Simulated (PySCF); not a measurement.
Consider SrCa.

```yaml
atoms:
  - { symbol: Sr, position_ang: [0.0000, 0.0000, -1.3961] }
  - { symbol: Ca, position_ang: [0.0000, 0.0000, 3.0709] }
```

Theory: PBE0/x2c-TZVPall, spin-free X2C-1e, Gaussian nucleus, at a bond length of 4.467 Å in PySCF.

> Predict the electron density and electron localisation function between the atoms.

Sr–Ca (4.47 Å): ρ is about 0.05 e/Å³ halfway; the ELF peaks at about 0.85 between the atoms.

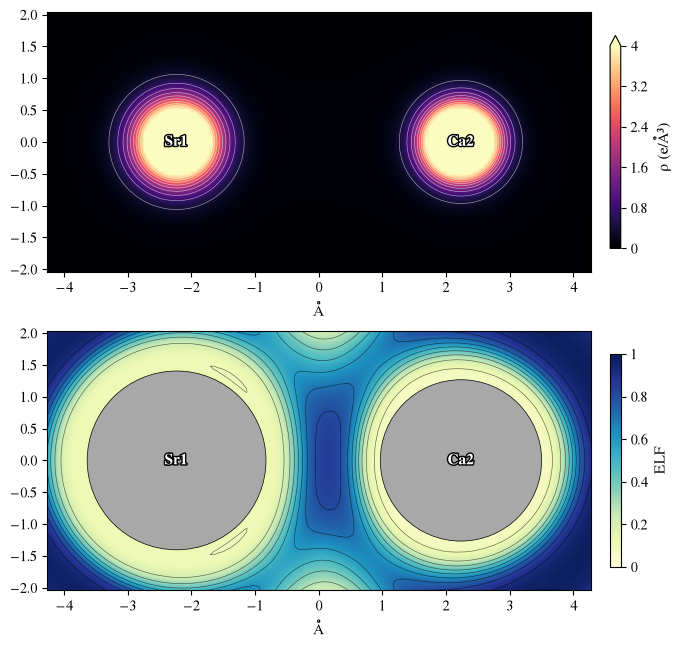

Computed electron density and electron localisation function on a plane that holds the molecular axis, in this order. Grey discs cover the atomic cores in the ELF map. 
